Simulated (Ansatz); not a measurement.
Input

```
crystal:
  periodic: [false, false, false]
  atoms:
    - {symbol: Ca, position_ang: [0.001284, -0.000091, -0.000027]}
    - {symbol: O, position_ang: [0.032555, -0.047293, 1.982083]}
    - {symbol: O, position_ang: [-0.033839, 0.047384, -1.982056]}
basis:
  gaussian: {orbitals: def2-TZVPD, initial_orbitals: start.molden}
total_charge: -1
magnetization: {spin_polarized: true, initial_magnetization: 1}
hamiltonian: {xc: pbe0, dispersion: d4}
output: {forces: true, orbitals: {seedname: orbitals}}
```

Run with:

```sh
ansatz run in.yaml --threads 4 --pin off --events-out ev --progress --plain --max-ram 3916MiB
```

Geometry: PBE0-D4/def2-TZVPD.

Method: UKS PBE0-D4/def2-TZVPD (Ansatz).

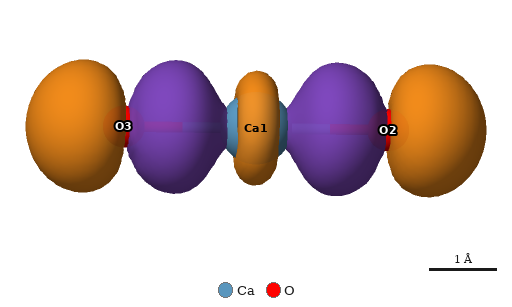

CaO2 (charge −1, doublet). The HOMO (β) at ±0.1 Å⁻³ᐟ² (orange and purple are the two phases), seen from one side.

Where does this orbital lie, and at what energy?

It lies mainly on O2 (about 40 %), O3 (about 40 %) and Ca1 (about 20 %); it is of σ type; it is gerade (even under inversion). Its energy is −0.22 eV.
